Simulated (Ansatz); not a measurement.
Consider H$_{2}$S···H$_{5}$NSi.

The calculation's input:

```
crystal:
  periodic: [false, false, false]
  atoms:
    - {symbol: S, position_ang: [0.476434, 0.840767, -2.770601]}
    - {symbol: H, position_ang: [-0.058087, 0.223731, -1.690806]}
    - {symbol: H, position_ang: [1.727518, 0.522740, -2.406663]}
    - {symbol: Si, position_ang: [0.057419, 0.154150, 1.388734]}
    - {symbol: N, position_ang: [-0.801020, -0.719358, 0.162935]}
    - {symbol: H, position_ang: [1.505882, 0.050679, 1.078636]}
    - {symbol: H, position_ang: [-0.395247, 1.565148, 1.324568]}
    - {symbol: H, position_ang: [-0.148617, -0.340596, 2.780794]}
    - {symbol: H, position_ang: [-1.803571, -0.609190, 0.121287]}
    - {symbol: H, position_ang: [-0.560613, -1.687967, 0.011016]}
basis:
  gaussian: {orbitals: "def2-TZVPPD.json"}
hamiltonian: {xc: pbe0, dispersion: d4}
output: {orbitals: {seedname: orbitals}}
```

Command:

```sh
ansatz run in.yaml --threads 4 --pin off --events-out ev --progress --plain --max-ram 9574MiB
```

Geometry: PBE0-D4/def2-TZVP.

Level of theory: RKS PBE0-D4/def2-TZVPPD in Ansatz 0.2.0.

### Predict the electron density and electron localisation function between the atoms.

N5···H2 (2.21 Å): the density falls to about 0.14 e/Å³ on the way; the ELF dips to about 0.10 between them.
N–H (1.01 Å): the density is about 2.9 e/Å³ at the midpoint; the ELF climbs to about 1 towards the hydrogen, as it does in any bond to H (a covalent bond by its length).
S–H (1.34 Å): the density is about 1.5 e/Å³ at the midpoint; the ELF climbs to about 1 towards the hydrogen.

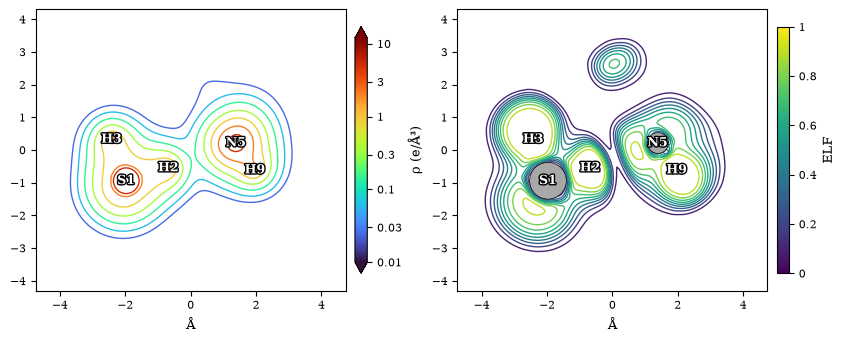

Computed electron density and electron localisation function on the plane of atoms H2, S1 and H3, in this order. Grey discs cover the atomic cores in the ELF map. 
